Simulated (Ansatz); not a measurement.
Consider H₄O₂Sn···H₂O.

Input

```
crystal:
  periodic: [false, false, false]
  atoms:
    - {symbol: Sn, position_ang: [-1.078345, -0.451702, -0.476280]}
    - {symbol: O, position_ang: [1.896603, -1.057237, -0.048404]}
    - {symbol: H, position_ang: [-0.396412, -0.447939, -2.027011]}
    - {symbol: H, position_ang: [-1.086264, -1.939670, 0.343370]}
    - {symbol: H, position_ang: [-2.615029, 0.297564, -0.445377]}
    - {symbol: H, position_ang: [1.645269, -0.212634, 0.357991]}
    - {symbol: O, position_ang: [0.023451, 0.770219, 0.703861]}
    - {symbol: O, position_ang: [-0.110554, 2.072768, 0.108491]}
    - {symbol: H, position_ang: [2.261717, -1.589926, 0.660908]}
    - {symbol: H, position_ang: [-0.540437, 2.558457, 0.822551]}
basis:
  gaussian: {orbitals: def2-TZVPP}
hamiltonian: {xc: pbe0, dispersion: d4}
output: {orbitals: {seedname: orbitals}}
```

Launched as:

```sh
ansatz run in.yaml --threads 8 --pin off --events-out ev --progress --plain --max-ram 19148MiB
```

The product side of a reaction path; geometry: PBE0-D4/def2-TZVP; a saddle point, not a minimum; core potentials replace the inner electrons of Sn.

Method: Ansatz 0.2.0, RKS PBE0-D4/def2-TZVPP.

Question: What will maps of the electron density and electron localisation function show?

Answer: O7···H6 (1.93 Å): the density falls to about 0.19 e/Å³ on the way; the ELF dips to about 0.10 between them; by its geometry a hydrogen bond between the two molecules, with no shared pair.
Sn–O (2.02 Å): the density is about 0.75 e/Å³ at the midpoint; the ELF peaks at about 0.85 in the valence shell of O, 0.6 Å from its nucleus, and drops to about 0.15 between the two atoms.
O–H (0.97 Å): ρ at the midpoint is about 3.8 e/Å³; the ELF climbs to about 1 towards the hydrogen, as it does in any bond to H (an ordinary covalent bond to hydrogen).
Sn–H (1.71 Å): ρ is about 1.2 e/Å³ halfway; the ELF climbs to about 1 towards the hydrogen.

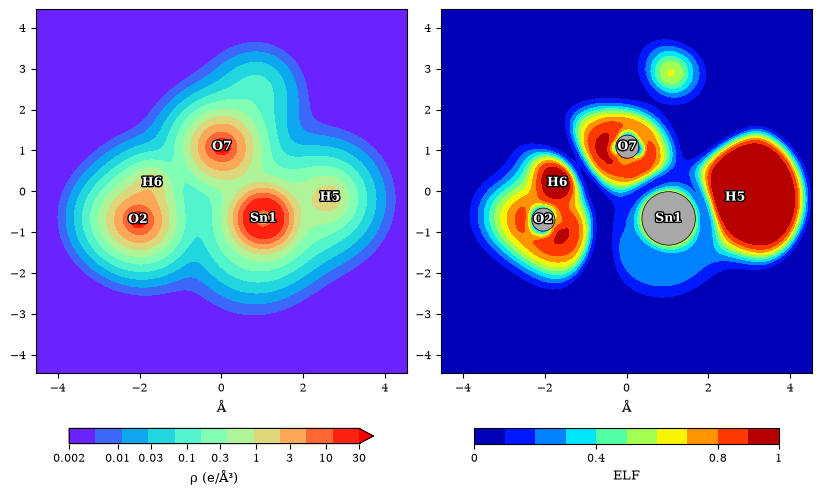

Computed electron density and electron localisation function on the plane of atoms H5, Sn1 and O7, in this order. Grey discs cover the atomic cores in the ELF map. 
